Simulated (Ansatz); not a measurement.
**Pressure series in NbRu**

Take NbRu (space group P4/mmm, No. 123; a = 3.021 Å, c = 3.392 Å) as the base.

Cell and atoms are relaxed at each pressure.

Calculations: PBEsol in Ansatz (plane waves to 420 eV, PAW, no spin-orbit coupling).

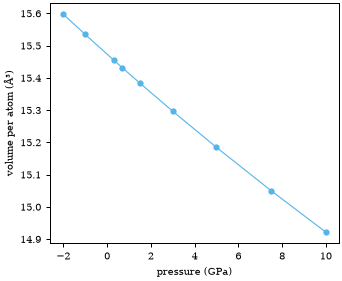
Fig. 1. Volume against pressure

Estimate the zero-pressure bulk modulus from the plot.

About 250 GPa; a third-order Birch–Murnaghan fit to the points gives V₀ = 15.47 Å³/atom, B₀ = 255 GPa and B₀′ = 4.2.

Load acts through the strain it causes; cell and atoms are relaxed under it. Stability against distortions was not tested. Competing high-pressure phases were not computed. All final runs are without spin polarisation. An odd electron count without spin: NbRu.

Ansatz is an electronic-structure program.
